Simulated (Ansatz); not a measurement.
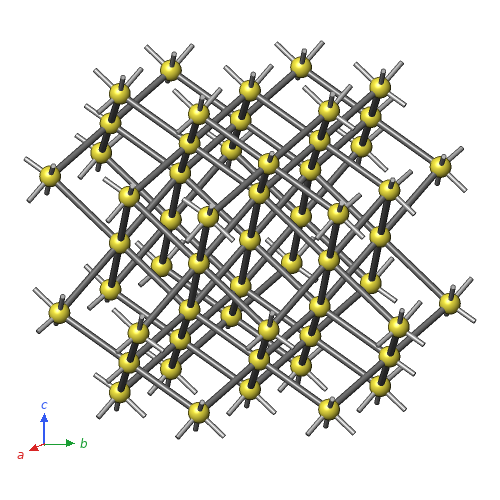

A cut-out of a periodic net derived from a crystal structure. Nodes are coloured by topological kind. Short stubs are edges that leave the cut-out.

### What net is this?

A uninodal 6-connected, three-periodic net. It is the pcu net, known from NaCl, ReO3 and the B-X framework of perovskite.

### Give point symbol and coordination sequence.

4^12.6^3, sequence 6, 18, 38, 66, 102, 146.

Where the net comes from. The compound is Na₂ClF (space group R-3m, No. 166), taken as the input geometry of an electronic-structure calculation (not necessarily at equilibrium); the starting structure was generated, so it need not be a known form of this composition. Bonds are taken as Cl–Na below 3 Å and F–Na below 2.7 Å. The graph is simplified in the usual way: terminal and isolated atoms are pruned, two-connected atoms become edges. F, Cl and Na are 6-connected nodes.
